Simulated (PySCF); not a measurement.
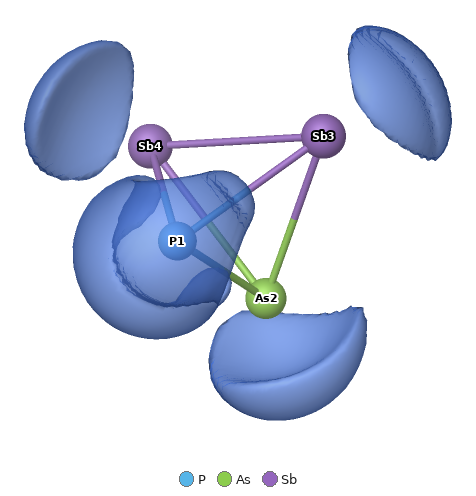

Figure 1: AsPSb₂ (PAsSbSb tetrahedron). Isosurface of the ELF at 0.8 (blue), seen at an oblique angle. Core shells and regions of very low density are left out.

Geometry: PBE0-D3(BJ)/def2-SVP; core potentials replace the inner electrons of Sb.

These are results of wB97X-D/def2-SVPD, SCF density, gas phase, scalar-relativistic core potentials on the heavy atoms in PySCF, not measurements.

Q: Describe the localisation domains.

A: The surface consists of one lobe on As, pointing away from the bonds (lone pairs), one lobe on P, pointing away from the bonds (lone pairs) and two lobes on Sb, pointing away from the bonds (lone pairs).

Values along the shortest contacts:
As–P (2.35 Å): the ELF peaks at about 0.80 between the atoms: a covalent bond. Sb–P (2.55 Å): the ELF peaks at about 0.75 in the valence shell of P, 1.0 Å from its nucleus, and drops to about 0.20 between the two atoms.
